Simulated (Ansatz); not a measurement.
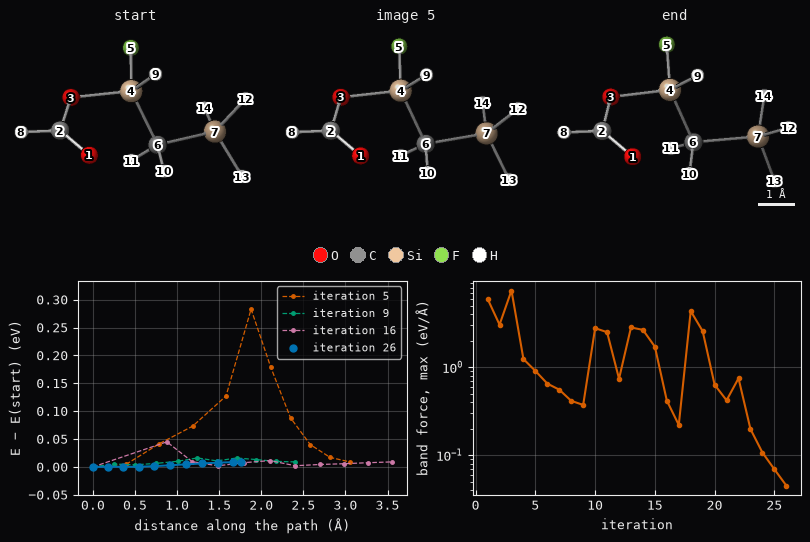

A search for the minimum-energy path of C₂H₇FO₂Si₂ by the nudged elastic band. Images are numbered from 0 (start) to 10 (end). The plot follows the band through its iterations. Style: ball-and-stick. Shown at a tilt.

Level of theory: RKS PBE-D4/6-31G* (Ansatz). Run with 9 movable images; climbing image; force threshold 0.05 eV/Å; iteration limit 60; starting path through a guess of the saddle point.

### Did the band converge, and can the barrier be trusted?

The run is converged, with reservations. The band converged in 26 iterations. The largest component of the band force went from 6 to 0.045 eV/Å. The first iteration put the highest image at 3.734 eV. No barrier shows: the energy is highest at the end, and the end lies 0.009 eV above the start.
